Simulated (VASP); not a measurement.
Energy against volume of Pt (fcc). Method: PW91 GGA, VASP's PBE PAW potentials (set 64) (plane waves; VASP).

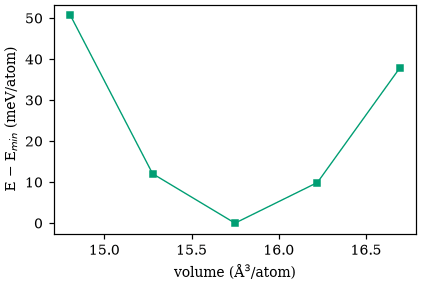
Energy against volume

Problem. Estimate the equilibrium volume and the bulk modulus.

Solution. The minimum lies near 15.8 Å³/atom, and the curvature gives B0 of about 250 GPa.

Measured: bulk modulus 289 GPa at 0 K (computed value off by -14.6 %), as given by H. Levämäki et al., Physical Review B (2014), arXiv:1402.3671 [corrected for temperature and zero-point phonon effects]; a 3.913 Å at 0 K (computed value off by +1.7 %), as given by Daniel Mejia-Rodriguez et al., Physical Review B (2018), arXiv:1807.09216 [static lattice: zero-point anharmonic expansion removed].

The compound is Pt in the fcc structure. It was relaxed first.
